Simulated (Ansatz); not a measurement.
Abstraction of H: SnH4 + C3H5O2 → SnH3 + C3H6O2

Species: SnH4 `[SnH4]`, singlet; C3H5O2 `[CH2]OC(C)=O`, doublet; SnH3 `[SnH3]`, doublet; C3H6O2 (methyl acetate) `COC(C)=O`, singlet. A radical takes H: the energy is the difference in strength between the Sn–H bond broken and the C–H bond made.

Shapes, held fixed at every level: PBE0-D4/def2-TZVP. Flexible molecules stand in one conformer, not always the lowest. Programs: Ansatz 0.2.0. The zero-point and thermal change to 298 K, harmonic and unscaled (PBE0-D4/def2-TZVP), is +16.4 kJ/mol.

| level | kind | ΔH(298 K) (kJ/mol) | less CCSD(T)/def2-TZVPP | CPU time (sum over the molecules) |
| --- | --- | --- | --- | --- |
| HF/def2-SVP | Hartree–Fock | -84.6 | +9.2 | – |
| HF/def2-TZVPP | Hartree–Fock | -81.6 | +12.2 | – |
| PBE-D4/def2-TZVPP | GGA | -89.5 | +4.3 | 25 s |
| r2SCAN-D4/def2-TZVPP | meta-GGA | -84.6 | +9.2 | 47 s |
| BHLYP-D4/def2-TZVPP | global hybrid | -89.2 | +4.6 | 31 s |
| wB97X-V/def2-TZVPP | range-separated hybrid | -88.1 | +5.7 | 75 s |
| CCSD(T)/def2-SVP | coupled cluster or CI | -99.7 | -5.9 | 75 s |
| CCSD(T)/def2-TZVPP | coupled cluster or CI | -93.8 | 0.0 | 48 min |

The highest level, CCSD(T)/def2-TZVPP, gives ΔH(298 K) = -93.8 kJ/mol; the levels span -99.7 to -81.6. The column of differences is taken from that level and isn't an error. No measured value is set beside it here. Open shells run unrestricted. For atoms past krypton def2 sets carry core potentials with scalar relativity. Outer-core shells of Sn are correlated, in sets that cover them unevenly. Times are processor times on shared x86 and Arm servers, and rough.

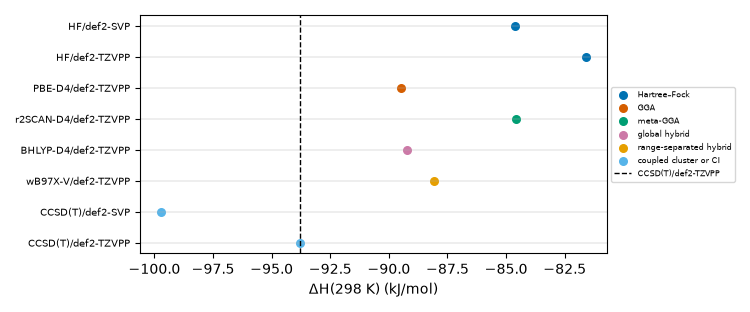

The values of the table, level by level.
